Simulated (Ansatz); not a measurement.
# C3H7GeN: shift of H9 from Ge4 to C3, part 2 of 3

How high is the barrier for the shift of H9 from Ge4 to C3? Relax the two ends, then run a nudged elastic band between them. SMILES of the start: CC#[C][GeH2][NH2].

Ansatz 0.2.0; RKS LDA/def2-SVP.

**6. Images and barrier**

The 5 inner images lie between the fixed ends 0 and 6. Energy is taken from image 0, and the path length is the program's own coordinate along the band.

| image | path (Å) | energy (eV) | H9–Ge4 (Å) | H9–C3 (Å) | band force (eV/Å) |
| --- | --- | --- | --- | --- | --- |
| 0 | 0.000 | 0.0000 | 1.54 | 2.80 | - |
| 1 | 1.112 | 0.2565 | 1.53 | 2.48 | 0.038 |
| 2* | 2.224 | 2.0918 | 1.67 | 1.37 | 0.002 |
| 3 | 3.553 | 1.1883 | 2.27 | 1.09 | 0.041 |
| 4 | 4.884 | 1.0316 | 2.63 | 1.09 | 0.009 |
| 5 | 6.215 | 0.7732 | 2.77 | 1.09 | 0.017 |
| 6 | 7.546 | 0.6480 | 2.84 | 1.09 | - |

The star marks the climbing image.

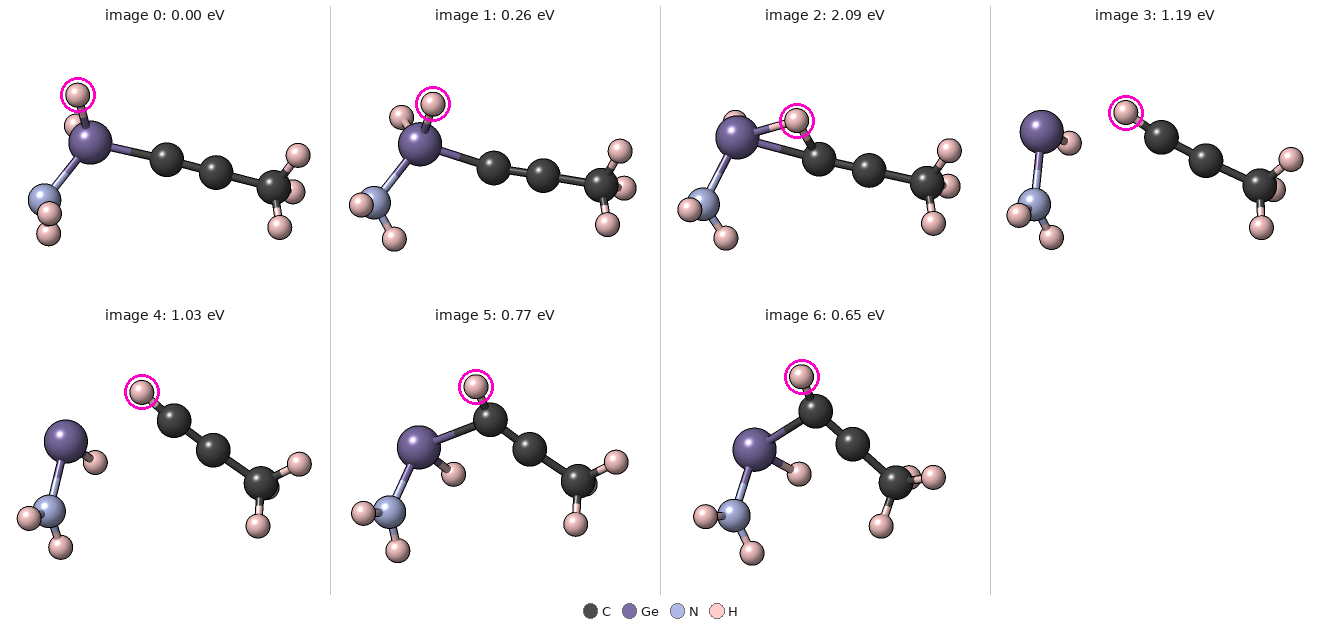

The images of the last band, seen from a chosen angle. Ringed: H9. Sticks join atoms closer than a bonding distance in each image.

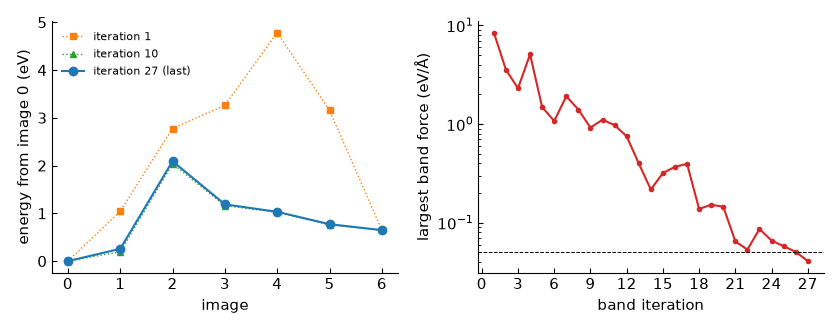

Left: energy of each image for early iterations and the last one (lines only join the points; early values far above the last band run off the scale). Right: the largest band force by iteration, with the threshold dashed.

The top of the band by iteration:

| iteration | highest image above image 0 (eV) | largest band force (eV/Å) |
| --- | --- | --- |
| 1 | 4.7842 | 8.458 |
| 3 | 2.4977 | 2.304 |
| 5 | 1.8496 | 1.486 |
| 7 | 2.0860 | 1.913 |
| 9 | 1.9068 | 0.920 |
| 11 | 2.3245 | 0.974 |
| 13 | 2.2204 | 0.399 |
| 15 | 2.1310 | 0.318 |
| 17 | 2.1028 | 0.395 |
| 19 | 2.0952 | 0.152 |
| 21 | 2.0932 | 0.065 |
| 23 | 2.0921 | 0.086 |
| 25 | 2.0919 | 0.058 |
| 27 | 2.0918 | 0.041 |

The band as a trajectory file:

```xyz
12
image=0 dE=0.0000
C    -1.425   -1.040    2.135
C    -0.592   -0.365    1.174
C     0.120    0.214    0.359
Ge    1.195    1.065   -0.943
N     0.988    0.405   -2.633
H    -2.197   -1.667    1.637
H    -0.829   -1.709    2.794
H    -1.959   -0.317    2.791
H     0.816    2.559   -0.998
H     2.677    0.868   -0.565
H     0.035    0.518   -3.000
H     1.247   -0.586   -2.716
12
image=1 dE=0.2565
C    -1.386   -0.973    2.103
C    -0.461   -0.470    1.132
C     0.341   -0.059    0.302
Ge    1.227    1.011   -0.953
N     1.051    0.316   -2.639
H    -2.179   -1.579    1.613
H    -0.866   -1.619    2.842
H    -1.886   -0.150    2.660
H     0.371    2.243   -0.631
H     2.721    1.111   -0.592
H     0.367    0.788   -3.241
H     0.777   -0.673   -2.564
12
image=2 dE=2.0918
C    -1.334   -0.899    2.041
C    -0.468   -0.288    1.073
C     0.291    0.238    0.242
Ge    1.319    1.295   -1.168
N     1.048    0.294   -2.679
H    -2.107   -1.534    1.553
H    -0.769   -1.544    2.751
H    -1.874   -0.137    2.650
H     0.095    1.557   -0.055
H     2.700    0.956   -0.552
H     0.358    0.699   -3.321
H     0.817   -0.691   -2.501
12
image=3 dE=1.1883
C    -1.360   -0.983    2.077
C    -0.684   -0.032    1.237
C    -0.150    0.828    0.556
Ge    1.768    1.524   -1.573
N     1.034    0.280   -2.659
H    -2.035   -1.648    1.495
H    -0.655   -1.623    2.649
H    -1.987   -0.437    2.815
H     0.158    1.727    0.016
H     2.575    0.472   -0.680
H     0.370    0.571   -3.384
H     1.042   -0.734   -2.516
12
image=4 dE=1.0316
C    -1.218   -0.886    1.935
C    -0.730    0.277    1.242
C    -0.354    1.298    0.683
Ge    1.710    1.141   -1.334
N     1.002    0.071   -2.612
H    -1.811   -1.550    1.268
H    -0.395   -1.492    2.372
H    -1.885   -0.582    2.773
H    -0.078    2.250    0.241
H     2.364   -0.087   -0.536
H     0.441    0.458   -3.377
H     1.031   -0.953   -2.623
12
image=5 dE=0.7732
C    -0.993   -0.783    1.727
C    -0.522    0.367    1.000
C    -0.209    1.423    0.413
Ge    1.482    0.820   -0.907
N     0.883   -0.021   -2.413
H    -1.575   -1.471    1.075
H    -0.174   -1.373    2.194
H    -1.680   -0.469    2.551
H    -0.385    2.491    0.273
H     1.902   -0.497   -0.125
H     0.493    0.493   -3.207
H     0.854   -1.035   -2.546
12
image=6 dE=0.6480
C    -0.846   -0.734    1.475
C    -0.397    0.514    0.923
C    -0.064    1.610    0.425
Ge    1.484    0.688   -0.789
N     0.662   -0.176   -2.175
H    -1.058   -1.464    0.661
H    -0.076   -1.189    2.135
H    -1.783   -0.608    2.068
H    -0.199    2.690    0.321
H     1.659   -0.571    0.161
H     0.341    0.336   -3.000
H     0.354   -1.152   -2.170
```

**7. Frequencies at the highest image**

The geometry is the highest inner image of the first converged band.

File input.yaml:

```yaml
crystal:
  periodic: [false, false, false]
  atoms:
    - { symbol: C, position_ang: [-1.334289, -0.89921, 2.041335] }
    - { symbol: C, position_ang: [-0.46757, -0.288489, 1.072981] }
    - { symbol: C, position_ang: [0.291038, 0.238022, 0.241653] }
    - { symbol: Ge, position_ang: [1.318736, 1.294906, -1.16839] }
    - { symbol: "N", position_ang: [1.048184, 0.293796, -2.679217] }
    - { symbol: H, position_ang: [-2.106834, -1.534195, 1.553323] }
    - { symbol: H, position_ang: [-0.768927, -1.544255, 2.751267] }
    - { symbol: H, position_ang: [-1.87359, -0.137126, 2.6502] }
    - { symbol: H, position_ang: [0.09522, 1.55708, -0.05502] }
    - { symbol: H, position_ang: [2.700291, 0.95642, -0.551907] }
    - { symbol: H, position_ang: [0.357632, 0.699287, -3.320833] }
    - { symbol: H, position_ang: [0.81701, -0.691335, -2.501493] }
basis:
  gaussian: { orbitals: def2-SVP }
hamiltonian:
  xc: lda
phonons: {}
```

Run with:

```console
> ansatz run input.yaml --threads 2 --pin off --max-ram 3072MiB --backend cpu --events-out ev --progress --plain --runs-dir out
```

Standard output (excerpt; [...] marks lines left out):

```text
Warning: RAYON_NUM_THREADS=2 ignored (pool sized by the plan → 2); use --threads N
[...]
Functional definition: SPW92
[...]
1403 factors; their error is unknown
[...]
mean field -61090.55271430 eV, -2245.0364035867 hartree, gradient 6.0e-6 eV, S^2 0.000000; 0 other end points of the search recorded, 0 dependent functions left out
[...]
reference -61090.55275393 eV, -2245.0364050432 hartree; 32, 32 occupied and 91, 91 virtual orbitals, 1403 factors
[...]
1403 factors; their error is unknown
[...]
WARN: phonons: modes at or below zero, which the zero-point energy, F, S and C_V leave out: 1, the lowest at -726.42 cm⁻¹. A minimum has none, and a first-order saddle one
[...]
Atom 9 at     2.700291     0.956420    -0.551907 Å, force     0.000125    -0.000194    -0.000157 eV/Å
Atom 10 at     0.357632     0.699287    -3.320833 Å, force    -0.000349     0.000194    -0.000234 eV/Å
Atom 11 at     0.817010    -0.691335    -2.501493 Å, force     0.000090     0.000347    -0.000080 eV/Å
Dipole moment:    -0.532897    -0.279798     0.238123 e Å
Vibrations: -726.42 16.82 80.41 129.06 196.68 262.42 358.40 394.30 413.93 490.13 560.30 658.58 699.00 739.07 874.06 958.15 968.69 1014.04 1309.67 1352.70 1356.09 1456.45 1700.11 2042.44 2134.66 2938.15 3019.72 3037.10 3455.23 3564.86 cm⁻¹, zero-point energy 2.242949 eV
```

It took 81 s on 2 threads of Arm Neoverse V1, shared host; peak memory 0.16 GiB.

Of 30 modes, 1 is imaginary by more than 30 cm⁻¹ (726i cm⁻¹).

**8. The band again, with other settings**

crystal.atoms is end A as relaxed above, and neb.final_atoms is end B, turned to lie on A. With 1 inner images the band has 3 in all. The start path is listed, through a guess of the saddle.

File input.yaml:

```yaml
crystal:
  periodic: [false, false, false]
  atoms:
    - { symbol: C, position_ang: [-1.424917, -1.039655, 2.134775] }
    - { symbol: C, position_ang: [-0.592139, -0.364783, 1.174168] }
    - { symbol: C, position_ang: [0.120145, 0.213915, 0.358791] }
    - { symbol: Ge, position_ang: [1.195323, 1.065224, -0.942899] }
    - { symbol: "N", position_ang: [0.988431, 0.404752, -2.633219] }
    - { symbol: H, position_ang: [-2.197323, -1.666993, 1.636927] }
    - { symbol: H, position_ang: [-0.829095, -1.708934, 2.794251] }
    - { symbol: H, position_ang: [-1.958949, -0.317085, 2.790953] }
    - { symbol: H, position_ang: [0.815946, 2.558628, -0.998376] }
    - { symbol: H, position_ang: [2.677188, 0.86791, -0.565445] }
    - { symbol: H, position_ang: [0.034992, 0.518331, -2.999768] }
    - { symbol: H, position_ang: [1.247298, -0.58641, -2.716258] }
basis:
  gaussian: { orbitals: def2-SVP }
hamiltonian:
  xc: lda
neb:
  order_check: false
  images: 1
  f_tol: 0.05
  max_iterations: 60
  climbing: false
  final_atoms:
    - { symbol: C, position_ang: [-0.84628341, -0.73371209, 1.47481399] }
    - { symbol: C, position_ang: [-0.39681486, 0.51407989, 0.92317146] }
    - { symbol: C, position_ang: [-0.0639395, 1.61046886, 0.42486582] }
    - { symbol: Ge, position_ang: [1.48416661, 0.68848538, -0.78945345] }
    - { symbol: "N", position_ang: [0.66162922, -0.17608565, -2.17504849] }
    - { symbol: H, position_ang: [-1.05834481, -1.464048, 0.66130251] }
    - { symbol: H, position_ang: [-0.07589265, -1.18921108, 2.13517144] }
    - { symbol: H, position_ang: [-1.78310729, -0.60836788, 2.06760121] }
    - { symbol: H, position_ang: [-0.19866297, 2.69048709, 0.32062113] }
    - { symbol: H, position_ang: [1.65900551, -0.57107021, 0.16131841] }
    - { symbol: H, position_ang: [0.34067552, 0.33602134, -3.00025102] }
    - { symbol: H, position_ang: [0.35446863, -1.15214765, -2.17021302] }
  initial_path:
    images:
      - { positions_ang: [[-1.424917, -1.039655, 2.134775], [-0.592139, -0.364783, 1.174168], [0.120145, 0.213915, 0.358791], [1.195323, 1.065224, -0.942899], [0.988431, 0.404752, -2.633219], [-2.197323, -1.666993, 1.636927], [-0.829095, -1.708934, 2.794251], [-1.958949, -0.317085, 2.790953], [0.815946, 2.558628, -0.998376], [2.677188, 0.86791, -0.565445], [0.034992, 0.518331, -2.999768], [1.247298, -0.58641, -2.716258]] }
      - { positions_ang: [[-1.35168338, -0.9605812, 2.04309917], [-0.52969722, -0.25028652, 1.06416687], [0.16012522, 0.30394923, 0.2545888], [1.39586624, 1.16959484, -0.98895291], [1.01637177, 0.45126741, -2.70192638], [-2.17662758, -1.47449432, 1.49083431], [-0.77002574, -1.6017143, 2.66370957], [-1.843986, -0.13750673, 2.67155654], [0.18520827, 1.48877033, -0.43277238], [2.80450295, 0.93088064, -0.56633488], [-0.01196244, 0.58905199, -2.86333534], [1.1988079, -0.56403137, -2.60073338]] }
      - { positions_ang: [[-0.84628341, -0.73371209, 1.47481399], [-0.39681486, 0.51407989, 0.92317146], [-0.0639395, 1.61046886, 0.42486582], [1.48416661, 0.68848538, -0.78945345], [0.66162922, -0.17608565, -2.17504849], [-1.05834481, -1.464048, 0.66130251], [-0.07589265, -1.18921108, 2.13517144], [-1.78310729, -0.60836788, 2.06760121], [-0.19866297, 2.69048709, 0.32062113], [1.65900551, -0.57107021, 0.16131841], [0.34067552, 0.33602134, -3.00025102], [0.35446863, -1.15214765, -2.17021302]] }
```

Run with:

```console
> ansatz run input.yaml --threads 2 --pin off --max-ram 3072MiB --backend cpu --events-out ev --progress --plain --runs-dir out
```

Standard output (excerpt; [...] marks lines left out):

```text
Warning: RAYON_NUM_THREADS=2 ignored (pool sized by the plan → 2); use --threads N
[...]
Functional definition: SPW92
[...]
1403 factors; their error is unknown
[...]
mean field -61092.64454906 eV, -2245.1132770964 hartree, gradient 4.9e-5 eV, S^2 0.000000; 0 other end points of the search recorded, 0 dependent functions left out
[...]
reference -61092.64459033 eV, -2245.1132786129 hartree; 32, 32 occupied and 91, 91 virtual orbitals, 1403 factors
[...]
NEB iter   7: max|band force component| = 1.804e0 eV/Å  barrier→ = 1.9014 eV  barrier← = 1.2534 eV  Δτ_max = 0.2000 Å  (38 SCF iters)
[...]
NEB iter  10: max|band force component| = 9.820e-1 eV/Å  barrier→ = 1.1527 eV  barrier← = 0.5047 eV  Δτ_max = 0.1005 Å  (35 SCF iters)
[...]
NEB iter  11: max|band force component| = 6.583e-1 eV/Å  barrier→ = 1.1034 eV  barrier← = 0.4554 eV  Δτ_max = 0.1003 Å  (29 SCF iters)
[...]
NEB iter  12: max|band force component| = 2.651e-1 eV/Å  barrier→ = 1.0799 eV  barrier← = 0.4319 eV  Δτ_max = 0.1846 Å  (30 SCF iters)
[...]
```

**9. More of the same log: band between the two ends**

The log, continued (excerpt; [...] marks lines left out):

```text
1403 factors; their error is unknown
mean field -61091.58851615 eV, -2245.0744686024 hartree, gradient 2.5e-5 eV, S^2 0.000000; 0 other end points of the search recorded, 0 dependent functions left out
[...]
reference -61091.58855552 eV, -2245.0744700493 hartree; 32, 32 occupied and 91, 91 virtual orbitals, 1403 factors
[...]
Atom 8 at    -0.867038     2.148655    -0.150956 Å, force    -0.045636    -0.014920    -0.000604 eV/Å
Atom 9 at     2.166085    -0.110415    -0.241533 Å, force    -0.035205    -0.036121     0.040789 eV/Å
Atom 10 at     1.032958     0.543205    -3.460091 Å, force     0.012882     0.016291     0.025235 eV/Å
Atom 11 at     1.658565    -0.847630    -2.704519 Å, force    -0.034065    -0.010935     0.019349 eV/Å
Dipole moment:    -0.301231    -0.376018    -0.042883 e Å
this run last wrote the band of iteration 29 to <dir>
```

It took 46 s on 2 threads of Arm Neoverse V1, shared host; peak memory 0.16 GiB.

**10. What the band shows**

Images 0 and 2 are the ends. Energies count from image 0; the path length is the program's own measure over all atoms.

| image | path (Å) | energy (eV) | H9–Ge4 (Å) | H9–C3 (Å) | band force (eV/Å) |
| --- | --- | --- | --- | --- | --- |
| 0 | 0.000 | 0.0000 | 1.54 | 2.80 | - |
| 1 | 4.072 | 0.9899 | 2.79 | 1.08 | 0.037 |
| 2 | 8.141 | 0.6480 | 2.84 | 1.09 | - |

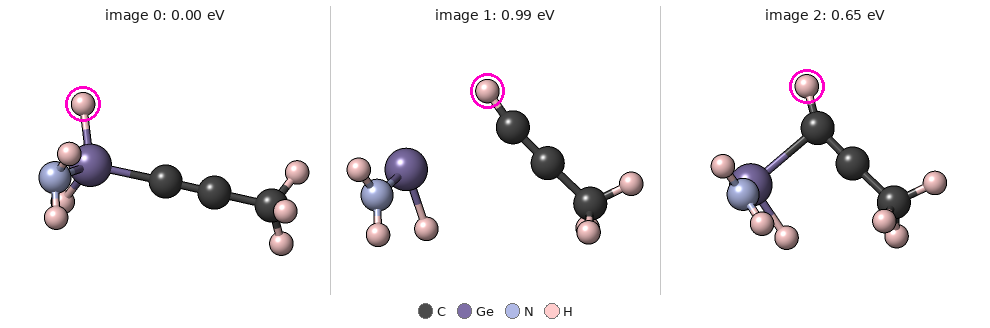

The images of the last band, seen from a chosen angle. Ringed: H9. Sticks join atoms closer than a bonding distance in each image.

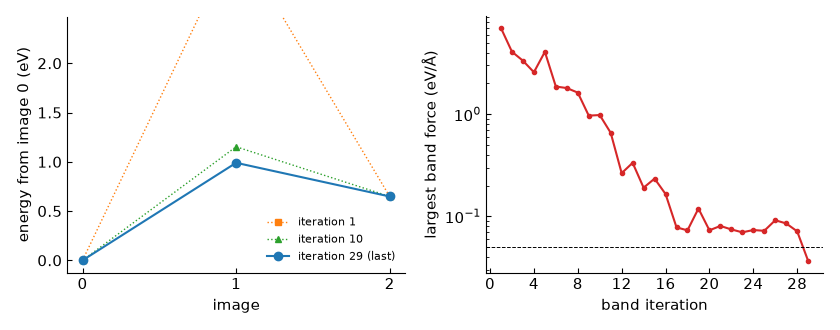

Left: energy of each image for early iterations and the last one (lines only join the points; early values far above the last band run off the scale). Right: the largest band force by iteration, with the threshold dashed.

**11. Dynamics from the top**

It starts at the highest inner image of the first converged band: 200 steps of 0.5 fs at constant energy, with velocities drawn for 300 K.

File input.yaml:

```yaml
crystal:
  periodic: [false, false, false]
  atoms:
    - { symbol: C, position_ang: [-1.334289, -0.89921, 2.041335] }
    - { symbol: C, position_ang: [-0.46757, -0.288489, 1.072981] }
    - { symbol: C, position_ang: [0.291038, 0.238022, 0.241653] }
    - { symbol: Ge, position_ang: [1.318736, 1.294906, -1.16839] }
    - { symbol: "N", position_ang: [1.048184, 0.293796, -2.679217] }
    - { symbol: H, position_ang: [-2.106834, -1.534195, 1.553323] }
    - { symbol: H, position_ang: [-0.768927, -1.544255, 2.751267] }
    - { symbol: H, position_ang: [-1.87359, -0.137126, 2.6502] }
    - { symbol: H, position_ang: [0.09522, 1.55708, -0.05502] }
    - { symbol: H, position_ang: [2.700291, 0.95642, -0.551907] }
    - { symbol: H, position_ang: [0.357632, 0.699287, -3.320833] }
    - { symbol: H, position_ang: [0.81701, -0.691335, -2.501493] }
basis:
  gaussian: { orbitals: def2-SVP }
hamiltonian:
  xc: lda
md:
  timestep: 0.5
  n_steps: 200
  ensemble: nve
  temperature: 300.0
  initial_velocities: maxwell_boltzmann
  seed: 9867
```

Run with:

```console
> ansatz run input.yaml --threads 2 --pin off --max-ram 3072MiB --backend cpu --events-out ev --progress --plain --runs-dir out
```

Standard output (excerpt; [...] marks lines left out):

```text
Warning: RAYON_NUM_THREADS=2 ignored (pool sized by the plan → 2); use --threads N
[...]
Functional definition: SPW92
[...]
1403 factors; their error is unknown
[...]
mean field -61090.55271430 eV, -2245.0364035867 hartree, gradient 6.0e-6 eV, S^2 0.000000; 0 other end points of the search recorded, 0 dependent functions left out
[...]
reference -61090.55275393 eV, -2245.0364050432 hartree; 32, 32 occupied and 91, 91 virtual orbitals, 1403 factors
[...]
md step    75: t =    37.50 fs  T =   924.4 K  F+E_penalty+E_count = -61091.35933880 eV  E_kin = 1.194907 eV  conserved = -61090.16443163 eV  (31 SCF iters)
[...]
md step    98: t =    49.00 fs  T =  1002.3 K  F+E_penalty+E_count = -61091.46110054 eV  E_kin = 1.295607 eV  conserved = -61090.16549367 eV  (29 SCF iters)
md step    99: t =    49.50 fs  T =  1012.3 K  F+E_penalty+E_count = -61091.47375714 eV  E_kin = 1.308549 eV  conserved = -61090.16520813 eV  (31 SCF iters)
```

**12. More of the same log: dynamics from the highest image of the converged band**

The log, continued (excerpt; [...] marks lines left out):

```text
md step   100: t =    50.00 fs  T =  1015.2 K  F+E_penalty+E_count = -61091.47720628 eV  E_kin = 1.312302 eV  conserved = -61090.16490417 eV  (31 SCF iters)
[...]
md step   125: t =    62.50 fs  T =  1001.7 K  F+E_penalty+E_count = -61091.45973166 eV  E_kin = 1.294843 eV  conserved = -61090.16488825 eV  (29 SCF iters)
[...]
Atom 8 at     0.655388     2.440555    -1.896618 Å, force    -0.024395     0.544403     0.968051 eV/Å
Atom 9 at     2.333749     0.972722     0.013452 Å, force     0.517941     0.970350    -0.958324 eV/Å
Atom 10 at     1.319444     1.291175    -3.449112 Å, force    -0.163663     0.213044    -0.308849 eV/Å
Atom 11 at     1.755183    -0.257722    -3.453192 Å, force     0.211359    -0.399584     0.886363 eV/Å
Dipole moment:     0.183685     0.162388    -0.016971 e Å
```

It took 5 min on 2 threads of Arm Neoverse V1, shared host; peak memory 0.16 GiB.

(Part 2 of 3 ends here.)
